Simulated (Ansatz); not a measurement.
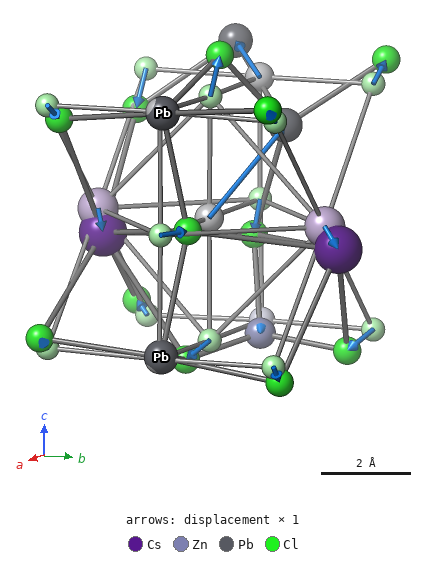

This is a relaxation of a defect cell of composition Cs8ZnPb8Cl24. The starting structure is drawn faded, the final one solid; blue arrows show the displacements, at their true length.

The picture is a ball-and-stick view of the atoms within 5.8 Å of the atom that moves most (axes of the cell of the calculation (origin shifted)), seen slightly off an axis.

Method: DFT, PBEsol, PAW, plane waves in Ansatz 0.2.0. (plane-wave cutoff 420 eV; k-point mesh 1 × 1 × 1; mesh shifted by (0.25, 0.25, 0.25); no spin polarisation; atoms relaxed in a fixed cell; force threshold 0.03 eV/Å; at most 80 steps)

Q: Atoms of which element are displaced furthest, and by how much?

A: Lead: up to 2.88 Å, against 1.02 Å for chlorine.

Q: Describe the change and its energy.

A: A Pb atom moves most: 2.88 Å along [−2 1 2]. By element the largest moves are Pb 2.88 Å, Cl 1.02 Å, Zn 0.76 Å, Cs 0.70 Å. The lattice vectors keep their values. Among the contacts that change: Cl–Pb 2.816 → 5.779 Å, Cl–Pb 4.900 → 2.758 Å, Cs–Pb 2.764 → 4.803 Å, Cl–Pb 2.809 → 4.444 Å. New bonds form: Cl–Pb (4.90 → 2.76 Å), Pb–Pb (3.98 → 3.08 Å). Bonds break: Cl–Cs (3.92 → 5.17 Å), Cl–Cs (4.00 → 5.22 Å), Cl–Cs (4.01 → 5.27 Å), Cl–Pb (2.79 → 3.87 Å). Bond angles that change, for instance: Cl–Pb–Cl 89.5° → 132.1°, Pb–Cl–Pb 179.1° → 148.0°, Cs–Cl–Cs 90.2° → 113.4°. Over 53 geometry steps the energy falls by 5.439 eV per cell of the calculation. The largest force component goes from 4.7 to 0.022 eV/Å.
